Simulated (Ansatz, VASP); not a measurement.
# SrBr2 in two plane-wave programs

Wanted: the spread between two codes on one cell, functional and k mesh. Of the first pair: The structure shown is the end of the VASP relaxation below. Valence electrons are named where the data sets of a main pair hold unlike numbers.

Main program and level: Ansatz 0.2.0; plane waves, with VASP 6.6.1 beside it; single point at r2SCAN and band structure at r2SCAN.

## (1) The structure

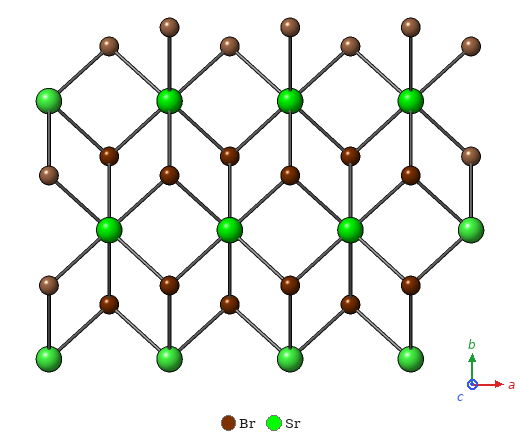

The cell as given, from above (bromine brown, strontium green). 3×1×1 cells are drawn. Some periodic images of atoms are drawn too.

The cell holds 6 atoms: 4 Br and 2 Sr. Cell: a = 4.300 Å, b = 9.200 Å, c = 18.357 Å, α = 90.0°, β = 90.0°, γ = 90.0°. It derives from SrBr2. As first built, before any earlier steps moved the atoms (in the runner's words): kind sheets cut from a layered crystal; sheets 1. Vacuum lies along c.

## (2) VASP: relaxation, r2SCAN

This run makes the geometry at which the two programs are then compared.

Lines of VASP's logs that name or quote its potential files are left out, and so is its time.

The input, INCAR:

```
SYSTEM = SrBr2
PREC = Normal
ENCUT = 300
EDIFF = 1E-05
NELM = 120
ISMEAR = 0
SIGMA = 0.05
LREAL = .FALSE.
ALGO = Normal
METAGGA = R2SCAN
LASPH = .TRUE.
NBANDS = 30
LORBIT = 11
LWAVE = .FALSE.
LCHARG = .FALSE.
KPAR = 2
IBRION = 2
NSW = 40
ISIF = 2
EDIFFG = -0.03
POTIM = 0.4
MAXMIX = 40
IDIPOL = 3
LDIPOL = .TRUE.
DIPOL = 0.5 0.5 0.5
```

The input, POSCAR:

```
SrBr2
1.0
    4.3000000000      0.0000000000      0.0000000000
    0.0000000000      9.2000000000      0.0000000000
    0.0000000000      0.0000000000     18.3574800000
Br Sr
4 2
Direct
    0.7500000000      0.6190000000      0.5914471920
    0.7500000000      0.1580000000      0.5846042050
    0.2500000000      0.6580000000      0.4153957950
    0.2500000000      0.1190000000      0.4085528080
    0.2500000000      0.3890000000      0.5379474740
    0.7500000000      0.8890000000      0.4620525260
```

The input, KPOINTS:

```
Automatic mesh
0
Gamma
6 3 1
0 0 0
```

Potentials, in the order of the species: Br and Sr_sv (PBE family, release 64).

Run with:

```
$ mpirun -np 2 vasp_std
```

Numbers of over 12 decimals in the logs are rounded to 6 here.

The log of the run:

```text
[banner, memory and clock lines left out]
running    2 mpi-ranks, on    1 nodes
 distrk:  each k-point on    1 cores,    2 groups
 distr:  one band on    1 cores,    1 groups

 POSCAR found type information on POSCAR BrSr
 POSCAR found :  2 types and       6 ions
|                                                                             |
|               ----> ADVICE to this user running VASP <----                  |
|                                                                             |
|     You enforced a specific xc type in the INCAR file but a different       |
|     [... a line on the potential file left out ...]
|     I HOPE YOU KNOW WHAT YOU ARE DOING!                                     |
|                                                                             |

 LDA part: xc-table for (None), standard interpolation
 POSCAR, INCAR and KPOINTS ok, starting setup
 FFT: planning ... GRIDC
 FFT: planning ... GRID_SOFT
 FFT: planning ... GRID
 WAVECAR not read
 entering main loop
       N       E                     dE             d eps       ncg     rms          rms(c)
DAV:   1     0.216403401899E+03    0.21640E+03   -0.14797E+04   632   0.764E+02
DAV:   2    -0.599157341660E+02   -0.27632E+03   -0.27071E+03   664   0.201E+02
DAV:   3    -0.107138753892E+03   -0.47223E+02   -0.47083E+02   704   0.764E+01
DAV:   4    -0.108969768647E+03   -0.18310E+01   -0.18197E+01   712   0.173E+01
DAV:   5    -0.109055572362E+03   -0.85804E-01   -0.85759E-01   768   0.258E+00    0.129E+01
DAV:   6    -0.964724559469E+02    0.12583E+02   -0.43228E+00   768   0.955E+00    0.786E+00
DAV:   7    -0.963728929006E+02    0.99563E-01   -0.15087E+00   576   0.507E+00    0.335E+00
DAV:   8    -0.964517053041E+02   -0.78812E-01   -0.20324E-01   720   0.218E+00    0.998E-01
DAV:   9    -0.964480359351E+02    0.36694E-02   -0.79384E-02   570   0.983E-01    0.313E-01
DAV:  10    -0.964543350493E+02   -0.62991E-02   -0.50360E-03   712   0.311E-01    0.124E-01
DAV:  11    -0.964587948224E+02   -0.44598E-02   -0.16223E-03   634   0.204E-01    0.497E-02
DAV:  12    -0.964602666466E+02   -0.14718E-02   -0.66889E-04   576   0.114E-01    0.294E-02
DAV:  13    -0.964612731601E+02   -0.10065E-02   -0.34273E-04   512   0.725E-02    0.217E-02
DAV:  14    -0.964616178101E+02   -0.34465E-03   -0.44971E-05   528   0.334E-02    0.980E-03
DAV:  15    -0.964619058288E+02   -0.28802E-03   -0.65927E-05   512   0.353E-02    0.513E-03
DAV:  16    -0.964619580390E+02   -0.52210E-04   -0.13199E-05   432   0.206E-02    0.322E-03
DAV:  17    -0.964619994309E+02   -0.41392E-04   -0.39581E-06   384   0.133E-02    0.182E-03
DAV:  18    -0.964620618167E+02   -0.62386E-04   -0.10542E-05   376   0.190E-02    0.132E-03
DAV:  19    -0.964620809947E+02   -0.19178E-04   -0.22962E-06   384   0.976E-03    0.885E-04
DAV:  20    -0.964620926097E+02   -0.11615E-04   -0.25794E-06   348   0.100E-02    0.650E-04
DAV:  21    -0.964620974571E+02   -0.48474E-05   -0.54292E-07   384   0.439E-03
   1 F= -.96462097E+02 E0= -.96462097E+02  d E =-.964621E+02
[... from here on, the cycles between the ionic steps are left out ...]
   2 F= -.96481996E+02 E0= -.96481996E+02  d E =-.198985E-01
   6 F= -.96585458E+02 E0= -.96585458E+02  d E =-.989894E-02
   7 F= -.96604343E+02 E0= -.96604343E+02  d E =-.287845E-01
   8 F= -.96591515E+02 E0= -.96591515E+02  d E =-.159559E-01
   9 F= -.96607420E+02 E0= -.96607420E+02  d E =-.318614E-01
  10 F= -.96615600E+02 E0= -.96615600E+02  d E =-.817941E-02
  11 F= -.96615984E+02 E0= -.96615984E+02  d E =-.856343E-02
  12 F= -.96615987E+02 E0= -.96615987E+02  d E =-.856714E-02
 curvature:  -6.72 expect dE=-0.948E-03 dE for cont linesearch -0.146E-06
 trial: gam=-0.00725 g(F)=  0.141E-03 g(S)=  0.000E+00 ort = 0.966E-05 (trialstep = 0.605E+01)
 search vector abs. value=  0.141E-03
 bond charge predicted
       N       E                     dE             d eps       ncg     rms          rms(c)
DAV:   1    -0.966142594679E+02    0.17237E-02   -0.31601E-01   480   0.263E+00    0.227E-01
DAV:   2    -0.966156843843E+02   -0.14249E-02   -0.14753E-02   522   0.629E-01    0.176E-01
DAV:   3    -0.966164793634E+02   -0.79498E-03   -0.10303E-03   598   0.239E-01    0.768E-02
DAV:   4    -0.966165736121E+02   -0.94249E-04   -0.70355E-04   488   0.106E-01    0.429E-02
DAV:   5    -0.966165623169E+02    0.11295E-04   -0.63835E-05   504   0.424E-02    0.280E-02
DAV:   6    -0.966165263380E+02    0.35979E-04   -0.77318E-05   546   0.595E-02    0.163E-02
DAV:   7    -0.966165911474E+02   -0.64809E-04   -0.21930E-05   426   0.356E-02    0.811E-03
DAV:   8    -0.966166051860E+02   -0.14039E-04   -0.74496E-06   384   0.162E-02    0.556E-03
DAV:   9    -0.966166211628E+02   -0.15977E-04   -0.28602E-06   324   0.176E-02    0.362E-03
DAV:  10    -0.966166366678E+02   -0.15505E-04   -0.36135E-06   360   0.126E-02    0.301E-03
DAV:  11    -0.966166466291E+02   -0.99612E-05   -0.23721E-06   366   0.105E-02
  13 F= -.96616647E+02 E0= -.96616647E+02  d E =-.659218E-03
 trial-energy change:   -0.000659  1 .order   -0.000647   -0.000853   -0.000440
 step:  12.5149(harm= 12.5149)  dis= 0.01900  next Energy=   -96.616869 (dE=-0.881E-03)
 reached required accuracy - stopping structural energy minimisation
```

From OUTCAR (step 2):

```text
ion  position               nearest neighbor table
   1  0.750  0.619  0.591-   5 3.17   5 3.17   6 3.44
   2  0.750  0.158  0.585-   5 3.14   5 3.14   6 3.34
   3  0.250  0.658  0.415-   6 3.14   6 3.14   5 3.34
   4  0.250  0.119  0.409-   6 3.17   6 3.17   5 3.44
   5  0.250  0.389  0.538-   2 3.14   2 3.14   1 3.17   1 3.17   3 3.34   4 3.44
   6  0.750  0.889  0.462-   3 3.14   3 3.14   4 3.17   4 3.17   2 3.34   1 3.44

  LATTYP: Found a simple orthorhombic cell.
 ALAT       =     4.3000000000
 B/A-ratio  =     2.1395348837
 C/A-ratio  =     4.2691813953

 Subroutine GETGRP returns: Found  4 space group operations
 (whereof  1 operations were pure point group operations)

The static configuration has the point symmetry C_1 .
 The point group associated with its full space group is C_2v.

 Found      8 irreducible k-points:

   k-points           NKPTS =      8   k-points in BZ     NKDIM =      8   number of bands    NBANDS=     30

   dimension x,y,z NGX =    18 NGY =   40 NGZ =   80
   dimension x,y,z NGXF=    36 NGYF=   80 NGZF=  160

   ENCUT  =  300.0 eV  22.05 Ry    4.70 a.u.   6.07 12.99 25.93*2*pi/ulx,y,z

   NELECT =      48.0000    total number of electrons

 k-points in reciprocal lattice and weights: Automatic mesh
   0.00000000  0.00000000  0.00000000       0.056
   0.16666667  0.00000000  0.00000000       0.111
   0.33333333  0.00000000  0.00000000       0.111
   0.50000000  0.00000000  0.00000000       0.056
   0.00000000  0.33333333  0.00000000       0.111
   0.16666667  0.33333333  0.00000000       0.222
   0.33333333  0.33333333  0.00000000       0.222
   0.50000000  0.33333333  0.00000000       0.111

 dipolmoment           0.000000      0.000000      0.000000 electrons x Angstroem

 average (electrostatic) potential at core
       1 -73.2807       2 -73.3112       3 -73.3112       4 -73.2807       5 -49.5073
       6 -49.5073

 E-fermi :  -4.9771

 k-point     1 :       0.0000    0.0000    0.0000
  band No.  band energies     occupation
    ...
     20      -5.9503      2.00000
     21      -5.6663      2.00000
     22      -5.6329      2.00000
     23      -5.6323      2.00000
     24      -5.3408      2.00000
     25      -0.7817      0.00000
     26       0.1882      0.00000
     27       0.4619      0.00000
     28       0.8002      0.00000
     29       1.1492      0.00000
    ...

 k-point     2 :       0.1667    0.0000    0.0000
  band No.  band energies     occupation
    ...
     20      -5.9759      2.00000
     21      -5.8330      2.00000
     22      -5.8012      2.00000
     23      -5.5350      2.00000
     24      -5.3141      2.00000
     25      -0.4475      0.00000
     26       0.1257      0.00000
     27       0.6980      0.00000
     28       0.7160      0.00000
     29       1.3073      0.00000
    ...

 k-point     3 :       0.3333    0.0000    0.0000
  band No.  band energies     occupation
    ...
     20      -6.0296      2.00000
     21      -5.9699      2.00000
     22      -5.8803      2.00000
     23      -5.5463      2.00000
     24      -5.4252      2.00000
     25      -0.1364      0.00000
     26       0.3038      0.00000
     27       0.7183      0.00000
     28       0.9894      0.00000
     29       1.5389      0.00000
    ...

  Total        1.1651404     -6.4211985     -0.1091696      0.0000000      0.0000000      0.0000000
  in kB        2.5705112    -14.1663293     -0.2408480      0.0000000      0.0000000      0.0000000
  external PRESSURE =      -3.9455554 kB  Pullay stress =       0.0000000 kB

  energy-cutoff  :      300.00
  volume of cell :      726.22
      direct lattice vectors                 reciprocal lattice vectors
     4.300000000  0.000000000  0.000000000     0.232558140  0.000000000  0.000000000
     0.000000000  9.200000000  0.000000000     0.000000000  0.108695652  0.000000000
     0.000000000  0.000000000 18.357480000     0.000000000  0.000000000  0.054473708

 POSITION                                       TOTAL-FORCE (eV/Angst)
 -----------------------------------------------------------------------------------
      3.22500      5.53255     10.70987         0.000000      0.006167     -0.022282
      3.22500      1.60997     10.67358         0.000000      0.000395      0.009764
      1.07500      6.20997      7.68390         0.000000      0.000395     -0.009764
      1.07500      0.93255      7.64761         0.000000      0.006167      0.022282
      1.07500      3.58467      9.65646        -0.000000     -0.006562      0.004495
      3.22500      8.18467      8.70102        -0.000000     -0.006562     -0.004495
 -----------------------------------------------------------------------------------
    total drift:                                0.000000     -0.008384     -0.000012

  FREE ENERGIE OF THE ION-ELECTRON SYSTEM (eV)
  ---------------------------------------------------
  free  energy   TOTEN  =       -96.6166466291 eV

  energy  without entropy=      -96.6166466291  energy(sigma->0) =      -96.61664663

 reached required accuracy - stopping structural energy minimisation

 vacuum level on the upper side and lower side of the slab         1.961         1.961

 total charge
# of ion       s       p       d       tot
------------------------------------------
    1        1.596   3.322   0.004   4.922
    2        1.596   3.324   0.004   4.924
    3        1.596   3.324   0.004   4.924
    4        1.596   3.322   0.004   4.922
    5        1.997   5.845   0.140   7.982
    6        1.997   5.845   0.140   7.982
--------------------------------------------------
tot         10.378  24.982   0.296  35.655

[... 3 further parts left out ...]
```

CONTCAR:

```
SrBr2
   1.00000000000000
     4.2999999999999998    0.0000000000000000    0.0000000000000000
     0.0000000000000000    9.1999999999999993    0.0000000000000000
     0.0000000000000000    0.0000000000000000   18.3574799999999989
  Br              Sr
     4     2
Direct
     0.7500000000000000    0.6013646319969815    0.5834060880021500
     0.7500000000000000    0.1749968150345378    0.5814295537121066
     0.2500000000000000    0.6749968150345380    0.4185704462878935
     0.2500000000000000    0.1013646319969815    0.4165939119978502
     0.2500000000000000    0.3896385529684847    0.5260232362913633
     0.7500000000000000    0.8896385529684845    0.4739767637086368
```

The gap is read on the k-mesh alone, so it is an upper bound where the band edges lie off the mesh. The PAW data sets were made with PBE, which is usual practice but a small mismatch for other functionals. The run keeps the 4 symmetry operations of its start, so it cannot find a distortion of lower symmetry.

## (3) Ansatz: single point, r2SCAN

Ansatz runs on its default PAW (the set named soft_2) files.

The same cell, functional, mesh and smearing now go to Ansatz, which takes its cutoff from its data sets.

The input, input.yaml:

```yaml
crystal:
  lattice:
    - [4.3, 0.0, 0.0]
    - [0.0, 9.2, 0.0]
    - [0.0, 0.0, 18.35748]
  atoms:
    - { symbol: Br, position: [0.75, 0.60136463, 0.58340609] }
    - { symbol: Br, position: [0.75, 0.17499682, 0.58142955] }
    - { symbol: Br, position: [0.25, 0.67499682, 0.41857045] }
    - { symbol: Br, position: [0.25, 0.10136463, 0.41659391] }
    - { symbol: Sr, position: [0.25, 0.38963855, 0.52602324] }
    - { symbol: Sr, position: [0.75, 0.88963855, 0.47397676] }
hamiltonian:
  xc: r2scan
  pseudopotentials: { kind: paw }
kpoints:
  mp_grid: { grid: [6, 3, 1] }
scf:
  occupations: { method: gaussian, width: 0.05 }
  n_extra_bands: 5
efield:
  axis: 3
  dipole_correction: true
  ramp_width: 0.04
output:
  forces: true
  eigenvalues: true
```

Run with:

```
$ ansatz run input.yaml --threads 4 --pin off --max-ram 9216MiB --backend cpu --events-out ev --progress --plain --runs-dir out
```

The log of the run:

```text
scf.n_extra_bands = 5 over 24 filled bands (N_el = 48.0): the run solves 29 bands
Engine: ansatz 0.2.0, aarch64-unknown-linux-gnu
Pseudopotentials: kind: paw
Pseudopotential: Br, paw, valence charge 7, recommended cutoff 500 eV (meta_gga), Br.paw.azcp
Pseudopotential: Sr, paw, valence charge 10, recommended cutoff 500 eV (meta_gga), Sr.paw.azcp
Functional definition: r2SCAN
  parameter k0 = 0.174
  parameter k1 = 0.065
  parameter a1 = 4.9479
  exchange = r2scan_x(k0 = k0, k1 = k1, a1 = a1)
  correlation = r2scan_c
Crystal: 6 atoms, lattice volume = 726.222 Å³
Basis set: ecut = 500 eV, 18409 PW (Γ), exchange–correlation on 128×288×540 points (64 copies of the dense FFT grid, shifted against one another)
Bands: 29, of which v1, the nominal top of the filled ones, is band 24 counted from 1 (23 counted from 0)
Symmetry: 2 space group operations
k-points: 8 of 18 (time reversal used)
Non-local potential: Br, projectors of the file, l = 0: 2, l = 1: 2, l = 2: 2
Non-local potential: Sr, projectors of the file, l = 0: 3, l = 1: 2, l = 2: 2
PAW form: soft (Blöchl's): semilocal exchange-correlation on the pseudo side does not see the compensation charge
PAW frozen core: Br, regenerated for the run's functional (the file was generated under x = pbe(κ = 0.804, μ = 0.219515), c = pbe(β = 0.066725))
PAW frozen core: Sr, regenerated for the run's functional (the file was generated under x = pbe(κ = 0.804, μ = 0.219515), c = pbe(β = 0.066725))
PAW one-centre angular grid: Br, 302 points (default); XC on 160 Gauss nodes
PAW one-centre angular grid: Sr, 302 points (default); XC on 160 Gauss nodes
Initial density: superposition of atomic densities (neutral atoms: chi_scale 0, normalization atom), corrected by the library's trained network
Initial wavefunctions: pseudopotential atomic-orbital guess
Functional: x = r2scan, c = r2scan; τ floored in thin density (d = 2e-4 eV/Å³)
SCF iter   1: F=—  HF=-18294.960726 eV  |F-HF|=—  |Δ(HF+E_count)|=         —  Δρ=1.37e-3  dr2=2.40e-2  dr2_τ=1.75e-2  ethr=1.77e-3  p=0.000 e·Å  D=4.00e-14 V/Å  ΔV_dip=-0.00 eV  dr2_dipole=3.02e-9  V_vac-E_F(+/−)=5.00/5.00 eV  ⟨swp⟩=15.4  Hψ=1851  notcnv=0
efield: sawtooth ramp at fractional position 0.9800 (placed from the atoms, in the widest stretch of the axis that holds none; the zero of the levels goes with the place), width 0.0400; the density the first Hamiltonian is built on has a dipole p = 0.000 e·Å; the dipole correction subtracts the counter field D = 4.00e-14 V/Å, which shifts the + side's vacuum level by -0.00 eV against the − side's; the planar-averaged density in the ramp window peaks in size at 1.0e-5 e/Å³
preconditioner: auto → Resta (q_TF=auto, 1.735 Å⁻¹)  ε∞=1.6  [insulator: Δε(μ)=4.687 eV  Ē_g=10.104 eV  σ=0.050 eV  W_gap=1.00  n_scr=64 (ndim 8)  ℏωp=7.8 eV  f_vac=0.664  D(μ)=0.00/eV (n_scr^D=0)  ε∞_Penn≈1.6  vacuum switching on, ρ_ref=7.4e-3 e/Å³]
SCF iter   2: F=—  HF=-18295.055436 eV  |F-HF|=—  |Δ(HF+E_count)|=   9.47e-2  Δρ=7.04e-4  dr2=2.58e-3  dr2_τ=5.46e-4  ethr=5.01e-5  p=-0.000 e·Å  D=-1.53e-5 V/Å  ΔV_dip=0.00 eV  dr2_dipole=1.58e-9  V_vac-E_F(+/−)=5.03/5.03 eV  ⟨swp⟩=3.2  Hψ=551  notcnv=0  defer=8
SCF iter   3: F=—  HF=-18295.058420 eV  |F-HF|=—  |Δ(HF+E_count)|=   2.98e-3  Δρ=2.59e-4  dr2=3.75e-4  dr2_τ=3.09e-5  ethr=5.38e-6  p=0.000 e·Å  D=2.40e-6 V/Å  ΔV_dip=-0.00 eV  dr2_dipole=7.93e-12  V_vac-E_F(+/−)=5.02/5.02 eV  ⟨swp⟩=2.2  Hψ=374  notcnv=0  defer=8
SCF iter   4: F=—  HF=-18295.059061 eV  |F-HF|=—  |Δ(HF+E_count)|=   6.41e-4  Δρ=3.65e-5  dr2=1.38e-5  dr2_τ=7.75e-7  ethr=7.82e-7  p=0.000 e·Å  D=1.98e-6 V/Å  ΔV_dip=-0.00 eV  dr2_dipole=3.19e-10  V_vac-E_F(+/−)=5.01/5.01 eV  ⟨swp⟩=2.2  Hψ=408  notcnv=0  defer=8
SCF iter   5: F=—  HF=-18295.059238 eV  |F-HF|=—  |Δ(HF+E_count)|=   1.76e-4  Δρ=9.97e-6  dr2=8.04e-7  dr2_τ=1.04e-7  ethr=2.88e-8  p=-0.000 e·Å  D=-2.82e-6 V/Å  ΔV_dip=0.00 eV  dr2_dipole=3.00e-10  V_vac-E_F(+/−)=5.01/5.01 eV  ⟨swp⟩=2.2  Hψ=393  notcnv=0  defer=8
SCF iter   6: F=—  HF=-18295.059239 eV  |F-HF|=—  |Δ(HF+E_count)|=   1.83e-6  Δρ=2.51e-6  dr2=1.00e-7  dr2_τ=3.48e-9  ethr=2.08e-10  p=0.000 e·Å  D=2.91e-6 V/Å  ΔV_dip=-0.00 eV  dr2_dipole=3.13e-10  V_vac-E_F(+/−)=5.01/5.01 eV  ⟨swp⟩=16.8  Hψ=1517  notcnv=0
SCF iter   7: F=-18295.059240 eV  HF=-18295.059240 eV  |F-HF|=3.17e-10  |Δ(HF+E_count)|=   1.72e-7  Δρ=9.28e-7  dr2=1.67e-8  dr2_τ=1.04e-9  ethr=2.08e-10  p=-0.000 e·Å  D=-2.75e-6 V/Å  ΔV_dip=0.00 eV  dr2_dipole=2.37e-10  V_vac-E_F(+/−)=5.01/5.01 eV  ⟨swp⟩=5.8  Hψ=1009  notcnv=0
SCF 1 converged in 7 iterations: F = -18295.059240 eV  dr2 = 1.67e-8
  greatest PAW one-centre occupation: 0.988 electrons in one spin orbital (limit 2), on the Sr atom at site 4 (counted from 0), in its partial waves of l = 0
SCF converged after 7 iterations
Free energy (F): -18295.059240 eV
Harris-Foulkes:  -18295.059240 eV  (|F-HF|=3.17e-10)
Internal energy: -18295.059240 eV  (E = F + TS)
E sigma→0 (E₀):  -18295.059240 eV
Fermi energy:    -2.171095 eV
Dipole field:    D = 0.000008 V/Å  (p = 0.000033 e·Å, saw-weighted, corrected)
Work function:   Φ+ = 5.0085 eV   Φ− = 5.0087 eV
Levels:          The Fermi level and band energies are counted from a zero that moves with the ramp; work functions are not
--- Per-component energies (eV) ---
  E_band       = -675.641189
  E_kinetic    = 1024.568622
  E_local      = -11625.649258  (includes V_loc(G=0)·N_el)
  E_nonlocal   = 681.593242
  E_hartree    = 5071.055115
  E_xc         = -1331.200570
  E_vxc        = -815.971990  (∫ρ·V_xc dr)
  E_paw        = -14511.843850  (= ΣΔE_a)
  E_vpaw       = -125.653705  (= ΣTr[D̂ρ^β])
  E_aug_tail   = -0.000001  (compensation charges beyond the density's cutoff)
  E_vtau       = 43.364408  (kinetic-family band-sum trace: ∫τ·v_τ [+ j·A + Jᵃ·Aᵃ] dr)
  E_efield     = 0.000000  (sawtooth field / dipole correction)
  E_vefield    = 0.000000  (∫n·V_field dr)
  E_ewald      = 2397.342310
  E_core_change = -0.924848  (= ΣΔE_core)
  E_smearing   = -0.000000  (= −TS)
  E_closure    = 0.000000  (closes the sum)
  Σ components = -18295.059240   (vs F -18295.059240, Δ=0.00e0)
--- Forces (eV/Å), atoms counted from 1 ---
  atom   1  Br    -0.00000000     0.00123328    -0.02337054
  atom   2  Br     0.00000000     0.00643725     0.00108651
  atom   3  Br     0.00000000     0.00637496    -0.00110109
  atom   4  Br    -0.00000000     0.00129391     0.02335489
  atom   5  Sr    -0.00000000    -0.00766978     0.00920202
  atom   6  Sr    -0.00000000    -0.00767060    -0.00914720
  max |Σ_I F_I| component: 2.46e-5 eV/Å
--- Band table (eV; the first three rows and the last of 8) ---
  k-point 0: bands = [... 20 lower, -4.7903, -4.7559, -4.7550, -4.4651, 0.0957, 1.0813, 1.3519, 1.6890, ... 1 higher]
  k-point 1: bands = [... 20 lower, -4.7682, -4.7543, -4.6788, -4.5359, 0.5220, 1.0507, 1.4404, 1.7204, ... 1 higher]
  k-point 2: bands = [... 20 lower, -4.9564, -4.9246, -4.6584, -4.4383, 0.4307, 1.0150, 1.5929, 1.6086, ... 1 higher]
  k-point 7: bands = [... 20 lower, -4.8773, -4.8773, -4.7382, -4.7382, 1.1206, 1.1207, 1.8143, 1.8143, ... 1 higher]
```

Run time: 16 s. Hardware: 4 threads of Arm Neoverse V1, shared host; peak memory 1.9 GiB.

(Part 1 of 2 ends here.)

[Lines on the potential files, build, host, timing and source positions are cut from VASP's logs without a mark.]

[Logs are printed without paths, hosts, clocks, repeated set-up lines and the standing remarks that a program may print on its own settings, such as how far it seeks lower states.]

[Hosts, paths, dates, database ids (printed as entryN), source tags and the programs' standing remarks are cut or masked in the printed files.]
